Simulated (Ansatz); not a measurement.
**CH$_{2}$BSi: geometry relaxation (part 2 of 2)**

The same run, continued: CH$_{2}$BSi, multiplicity 2; UKS r2SCAN-D4/STO-3G (Ansatz 0.2.0). It belongs to a series of runs on one base structure; here: end point A relaxed.

Geometry of the input (Å):
```
B  0.7167  -1.7303  2.0263
Si 0.3132  -0.6058  0.6339
C  -0.1952  0.5169  -0.6286
H  -0.9063  0.2516  -1.4034
H  0.0716  1.5675  -0.6282
```

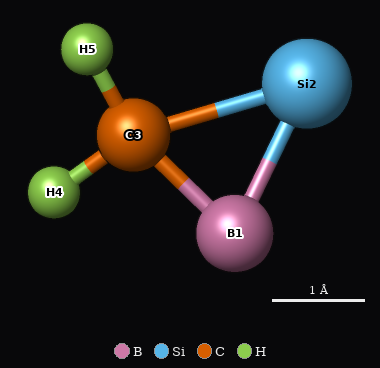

**Figure 1.** The geometry at step 23 of the log (ball-and-stick view, seen on its broad side; atoms are numbered from 1 in the order of the input).

**Trajectory as extended XYZ, continued**
```
5
Properties=species:S:1:pos:R:3:forces:R:3 step=8 energy=-9501.06426
B     0.2275   -1.4752    1.8364   -0.0219   0.0918  -0.3845
Si    0.9783   -0.6393    0.3008    0.1242  -0.0752   0.3608
C    -0.1868    0.4544   -0.4771   -0.1142  -0.1285  -0.0421
H    -1.0395    0.1356   -1.0920   -0.0364   0.0037   0.1987
H     0.0206    1.5244   -0.5681    0.0483   0.1082  -0.1329
5
Properties=species:S:1:pos:R:3:forces:R:3 step=9 energy=-9501.17283
B     0.1038   -1.5133    1.6871    0.2607   0.2968  -0.6381
Si    1.1023   -0.5335    0.3733   -0.4876  -0.0334   0.3794
C    -0.1387    0.4498   -0.4677   -0.6606  -0.3821  -0.1304
H    -1.1040    0.0785   -0.9145    0.8891   0.3641   0.5520
H     0.0367    1.5185   -0.6783   -0.0016  -0.2454  -0.1630
5
Properties=species:S:1:pos:R:3:forces:R:3 step=10 energy=-9501.17742
B     0.0752   -1.5159    1.4944   -1.1652  -1.2315   1.0677
Si    1.1044   -0.4530    0.4900    1.1456   1.2198  -0.9817
C    -0.1476    0.4509   -0.3920   -0.3341   0.5211  -0.8590
H    -1.1139    0.0428   -0.7879    0.6924   0.4255   0.4253
H     0.0819    1.4752   -0.8046   -0.3387  -0.9349   0.3477
5
Properties=species:S:1:pos:R:3:forces:R:3 step=11 energy=-9501.30886
B     0.0795   -1.6513    1.4125   -0.0928  -0.0723   0.0091
Si    1.0998   -0.3004    0.5957   -0.0268  -0.0930   0.0390
C    -0.1484    0.4431   -0.4210    0.4555   0.1925   0.0992
H    -1.1679    0.1317   -0.6649   -0.0689  -0.0972   0.0426
H     0.1370    1.3769   -0.9223   -0.2670   0.0700  -0.1898
5
Properties=species:S:1:pos:R:3:forces:R:3 step=12 energy=-9501.32722
B     0.0606   -1.6590    1.3841   -0.0528  -0.0386  -0.0007
Si    1.1032   -0.2940    0.6129    0.0297  -0.0353   0.0370
C    -0.1303    0.4544   -0.4160    0.1265   0.0080   0.0669
H    -1.1543    0.1246   -0.6240   -0.0018  -0.0243   0.0227
H     0.1208    1.3741   -0.9571   -0.1016   0.0903  -0.1260
5
Properties=species:S:1:pos:R:3:forces:R:3 step=13 energy=-9501.33228
B     0.0615   -1.6954    1.3179   -0.0280  -0.0111   0.0022
Si    1.0896   -0.2517    0.6753    0.0668   0.0034   0.0185
C    -0.1177    0.4621   -0.4077   -0.0537   0.0058  -0.0210
H    -1.1583    0.1506   -0.5562   -0.0004  -0.0185   0.0065
H     0.1250    1.3345   -1.0294    0.0153   0.0204  -0.0062
5
Properties=species:S:1:pos:R:3:forces:R:3 step=14 energy=-9501.33294
B     0.0456   -1.6763    1.3281   -0.0023   0.0179  -0.0143
Si    1.1050   -0.2658    0.6563    0.0033   0.0101  -0.0061
C    -0.1168    0.4618   -0.4077    0.0283  -0.0511   0.0471
H    -1.1490    0.1298   -0.5663   -0.0212   0.0144  -0.0187
H     0.1152    1.3505   -1.0103   -0.0081   0.0087  -0.0080
5
Properties=species:S:1:pos:R:3:forces:R:3 step=15 energy=-9501.33309
B     0.0362   -1.6662    1.3196    0.0096   0.0283  -0.0214
Si    1.1136   -0.2636    0.6564    0.0074  -0.0147   0.0008
C    -0.1129    0.4547   -0.4095   -0.0795  -0.0176   0.0483
H    -1.1488    0.1229   -0.5623    0.0795   0.0430  -0.0243
H     0.1118    1.3522   -1.0042   -0.0169  -0.0389  -0.0034
5
Properties=species:S:1:pos:R:3:forces:R:3 step=16 energy=-9501.33318
B     0.0353   -1.6660    1.3169    0.0094   0.0282  -0.0213
Si    1.1141   -0.2624    0.6579    0.0083  -0.0147   0.0017
C    -0.1127    0.4545   -0.4087   -0.0791  -0.0170   0.0458
H    -1.1477    0.1209   -0.5639    0.0775   0.0422  -0.0234
H     0.1110    1.3530   -1.0022   -0.0161  -0.0387  -0.0028
5
Properties=species:S:1:pos:R:3:forces:R:3 step=17 energy=-9501.33518
B    -0.0266   -1.6474    1.1326    0.2833   0.4845  -0.1812
Si    1.1499   -0.1791    0.7619   -0.2681  -0.3352   0.0941
C    -0.1022    0.4377   -0.3576   -0.4193  -0.2301  -0.1117
H    -1.0888    0.0057   -0.6308    0.4549   0.2598   0.0971
H     0.0676    1.3831   -0.9061   -0.0507  -0.1790   0.1017
5
Properties=species:S:1:pos:R:3:forces:R:3 step=18 energy=-9501.37027
B    -0.0810   -1.5677    1.0573    0.3402   0.7041  -0.3139
Si    1.2003   -0.1680    0.7639   -0.1959  -0.3617   0.1861
C    -0.0966    0.4121   -0.3283   -0.5552  -0.4005  -0.1660
H    -1.0750   -0.0436   -0.6135    0.5261   0.4081   0.0971
H     0.0523    1.3671   -0.8793   -0.1151  -0.3500   0.1966
5
Properties=species:S:1:pos:R:3:forces:R:3 step=19 energy=-9501.55047
B    -0.1420   -1.4491    0.9176    0.6119   1.4025  -0.6362
Si    1.2630   -0.1378    0.8015   -0.4447  -0.4938   0.1046
C    -0.0844    0.3552   -0.2938   -0.5352  -0.8465   0.2852
H    -1.0635   -0.0963   -0.5950    0.4419   0.3698   0.0405
H     0.0269    1.3279   -0.8303   -0.0740  -0.4321   0.2060
5
Properties=species:S:1:pos:R:3:forces:R:3 step=20 energy=-9501.95990
B    -0.1710   -1.3048    0.7877    0.6658   1.8073  -0.8160
Si    1.3137   -0.1316    0.8247   -0.2077  -0.4842   0.2678
C    -0.0955    0.3007   -0.2349   -0.5237  -1.1931   0.2543
H    -1.0600   -0.1360   -0.5987    0.1629   0.2906   0.0153
H     0.0128    1.2717   -0.7788   -0.0973  -0.4207   0.2786
5
Properties=species:S:1:pos:R:3:forces:R:3 step=21 energy=-9502.38028
B    -0.1748   -1.1385    0.6832    0.3902   0.4968  -0.0737
Si    1.3583   -0.1395    0.8499    0.4815  -0.2720   0.4547
C    -0.1027    0.2215   -0.1984   -0.8993   0.1844  -0.6966
H    -1.0859   -0.1405   -0.5917   -0.0014   0.1819  -0.1191
H     0.0050    1.1970   -0.7431    0.0289  -0.5911   0.4347
5
Properties=species:S:1:pos:R:3:forces:R:3 step=22 energy=-9502.41659
B    -0.1638   -1.0560    0.6661    0.6299  -0.6410   0.8785
Si    1.4252   -0.1700    0.8804   -0.4558   0.0075  -0.2810
C    -0.1309    0.1921   -0.2034   -0.6539   0.6752  -0.8123
H    -1.1230   -0.1290   -0.6126    0.0952   0.2744  -0.2256
H    -0.0075    1.1628   -0.7305    0.3846  -0.3162   0.4404
5
Properties=species:S:1:pos:R:3:forces:R:3 step=23 energy=-9502.64682
B    -0.1754   -0.9740    0.8452    0.3784   0.7815  -0.1854
Si    1.4895   -0.2201    0.7698   -0.1911  -0.0535  -0.1929
C    -0.1984    0.1600   -0.2098   -0.8269  -0.6074   0.0619
H    -1.0965   -0.1440   -0.7959    0.2772  -0.0205  -0.1653
H    -0.0191    1.1781   -0.6093    0.3625  -0.1001   0.4817
5
Properties=species:S:1:pos:R:3:forces:R:3 step=24 energy=-9502.89262
B    -0.1713   -0.7984    0.9297    0.7519  -0.4845   1.5072
Si    1.5571   -0.2537    0.6491    0.1151  -0.5287   0.2203
C    -0.3369    0.1171   -0.1444   -1.3467   0.7607  -2.8954
H    -1.0935   -0.1731   -0.9493    0.8202   0.2823   0.6656
H     0.0447    1.1081   -0.4851   -0.3405  -0.0297   0.5022
5
Properties=species:S:1:pos:R:3:forces:R:3 step=25 energy=-9503.03374
B    -0.1595   -0.6711    1.0795    0.7464   1.1096  -1.9564
Si    1.6241   -0.3702    0.5750   -0.8936  -0.5563   0.3347
C    -0.3738    0.0813   -0.2085    0.1041   0.3350   0.7893
H    -1.0672   -0.1836   -1.0571    0.6686  -0.1772   0.7031
H    -0.0236    1.1436   -0.3890   -0.6254  -0.7111   0.1293
5
Properties=species:S:1:pos:R:3:forces:R:3 step=26 energy=-9503.27125
B    -0.1417   -0.5674    1.0555   -0.5423   0.3473  -0.4874
Si    1.5631   -0.5113    0.4948    1.3723  -0.5474   0.2267
C    -0.3686    0.1512   -0.1939   -0.2822  -0.7428   1.1695
H    -0.8901   -0.2746   -1.0466   -0.2666  -0.1140  -0.5327
H    -0.1627    1.2022   -0.3098   -0.2811   1.0569  -0.3761
5
Properties=species:S:1:pos:R:3:forces:R:3 step=27 energy=-9503.37338
B    -0.0826   -0.4022    1.0605    1.1307  -1.0094   0.6537
Si    1.6419   -0.6910    0.4800   -0.5395  -0.0929   0.6039
C    -0.4518    0.1754   -0.1648   -0.2140  -0.5777  -1.7085
H    -0.8134   -0.3201   -1.1120    0.0194   0.6057   0.9981
H    -0.2941    1.2379   -0.2637   -0.3966   1.0743  -0.5472
5
Properties=species:S:1:pos:R:3:forces:R:3 step=28 energy=-9503.30523 accepted=F
B    -0.0436   -0.4181    0.9945    1.3615  -0.8141   0.6416
Si    1.7173   -0.7998    0.6166   -0.4701   0.0770   0.2424
C    -0.2921    0.1970   -0.2453   -2.9020   1.3245  -1.4341
H    -0.9105   -0.3023   -1.0742    1.2847   0.5700   0.8276
H    -0.4712    1.3231   -0.2916    0.7259  -1.1574  -0.2774
5
Properties=species:S:1:pos:R:3:forces:R:3 step=29 energy=-9503.51530
B    -0.0537   -0.4366    1.0497    0.1355  -0.0515  -0.4609
Si    1.6629   -0.7330    0.5383    0.0831  -0.1053   0.2126
C    -0.4005    0.1884   -0.1945   -0.3358  -0.0702  -0.0352
H    -0.8396   -0.3056   -1.0938    0.2042   0.2756   0.4946
H    -0.3692    1.2868   -0.2997   -0.0870  -0.0486  -0.2111
5
Properties=species:S:1:pos:R:3:forces:R:3 step=30 energy=-9503.57156
B    -0.0201   -0.4574    0.9967    0.1080   0.1068  -0.3980
Si    1.7227   -0.7712    0.6089    0.0058  -0.0782   0.1540
C    -0.4295    0.2087   -0.1973   -0.1243  -0.0524   0.0811
H    -0.8720   -0.2835   -1.0830    0.0502   0.0467   0.1679
H    -0.4010    1.3034   -0.3253   -0.0398  -0.0229  -0.0050
5
Properties=species:S:1:pos:R:3:forces:R:3 step=31 energy=-9503.61709
B     0.0350   -0.4366    0.9365    0.0010   0.0381  -0.1966
Si    1.7725   -0.8490    0.6736    0.2128  -0.1040   0.1472
C    -0.4540    0.2342   -0.2092   -0.1373  -0.0782   0.1252
H    -0.8828   -0.2763   -1.0853   -0.0467   0.0593  -0.0008
H    -0.4707    1.3276   -0.3156   -0.0298   0.0848  -0.0750
5
Properties=species:S:1:pos:R:3:forces:R:3 step=32 energy=-9503.69748
B     0.1094   -0.4532    0.8302    0.5251   0.3348  -0.5751
Si    1.8808   -0.9274    0.8163   -0.4173  -0.0110   0.2083
C    -0.4915    0.2657   -0.2314    0.1092  -0.2999   0.6101
H    -0.9616   -0.2410   -1.0753   -0.2238  -0.1536  -0.3504
H    -0.5370    1.3559   -0.3398    0.0069   0.1297   0.1072
5
Properties=species:S:1:pos:R:3:forces:R:3 step=33 energy=-9503.78558
B     0.2218   -0.4046    0.7185    0.8102   0.2242  -0.7672
Si    1.9633   -1.0608    0.9332   -1.1096   0.3102   0.1020
C    -0.5481    0.3002   -0.2460    0.8298  -0.5301   0.9383
H    -0.9894   -0.2245   -1.0925   -0.3848  -0.0882  -0.3387
H    -0.6476    1.3897   -0.3133   -0.1457   0.0838   0.0656
5
Properties=species:S:1:pos:R:3:forces:R:3 step=34 energy=-9503.94847
B     0.3529   -0.3846    0.5688    0.4540   0.0339  -0.2271
Si    1.9754   -1.1152    1.0679   -0.4018   0.0926   0.0543
C    -0.5310    0.2997   -0.2761   -0.0338   0.0707  -0.0051
H    -1.0862   -0.1894   -1.0924   -0.0393  -0.0062   0.0734
H    -0.7112    1.3896   -0.2682    0.0209  -0.1910   0.1045
5
Properties=species:S:1:pos:R:3:forces:R:3 step=35 energy=-9503.99921
B     0.4757   -0.3595    0.4247   -0.0499   0.2351  -0.3923
Si    1.9707   -1.1619    1.1889   -0.5342   0.2423  -0.1959
C    -0.5198    0.3134   -0.3268    0.3757  -0.3620   0.5140
H    -1.1662   -0.1789   -1.0767    0.1460   0.1193   0.1312
H    -0.7603    1.3869   -0.2100    0.0624  -0.2346  -0.0571
5
Properties=species:S:1:pos:R:3:forces:R:3 step=36 energy=-9504.02678
B     0.5288   -0.3256    0.3460    0.2044  -0.1271   0.1140
Si    1.9171   -1.1675    1.2133   -0.0547   0.0320  -0.0272
C    -0.5134    0.3122   -0.3251    0.1072  -0.0624   0.0759
H    -1.1654   -0.1875   -1.0496   -0.1483  -0.0115  -0.1287
H    -0.7671    1.3683   -0.1846   -0.1086   0.1690  -0.0339
5
Properties=species:S:1:pos:R:3:forces:R:3 step=37 energy=-9504.02907
B     0.5390   -0.3291    0.3433   -0.0245   0.0158  -0.0165
Si    1.9173   -1.1691    1.2188    0.0217  -0.0135   0.0142
C    -0.5094    0.3107   -0.3238   -0.0084   0.0045  -0.0049
H    -1.1728   -0.1825   -1.0501    0.0052  -0.0047   0.0028
H    -0.7740    1.3700   -0.1881    0.0060  -0.0020   0.0044
5
Properties=species:S:1:pos:R:3:forces:R:3 step=38 energy=-9504.02909
B     0.5389   -0.3286    0.3426    0.0019  -0.0012   0.0012
Si    1.9176   -1.1695    1.2192   -0.0009   0.0006  -0.0006
C    -0.5098    0.3109   -0.3241   -0.0020   0.0013  -0.0013
H    -1.1728   -0.1829   -1.0501    0.0006  -0.0004   0.0004
H    -0.7739    1.3701   -0.1876    0.0005  -0.0003   0.0003
```

**Results in brief**

| quantity | value |
| --- | --- |
| outcome | converged |
| total energy | −9504.0291 eV |
| mean-field energy | −9504.0075 eV |
| ⟨S²⟩ | 0.776 |
| largest force (length of the vector) at the end | 0.003 eV/Å |
| hardware | 1 thread of Intel Xeon @ 2.50GHz (Skylake/Cascade Lake), 64 GiB of memory available, shared host |
| wall time | 2.1 min |
| peak memory | 0.17 GiB |
